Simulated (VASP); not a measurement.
Band structure of AgBr (rock salt). These are PW91 GGA, VASP's PBE PAW potentials (set 64) (plane waves; VASP) values and carry that method's errors.

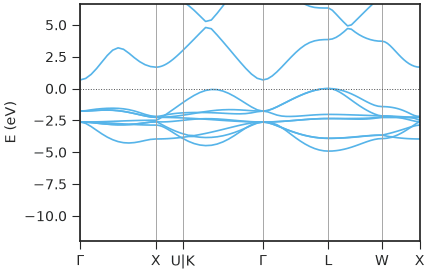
Bands along high-symmetry lines, zero at the valence-band maximum or, without a gap, the Fermi level

Q: Read the plot: is there a gap, and where are the band edges?

A: The gap is indirect, 0.68 eV, from the valence maximum at L to the conduction minimum at Γ. (Edges off the drawn lines would not show.)

The compound is AgBr in the rock salt structure. It was relaxed first.
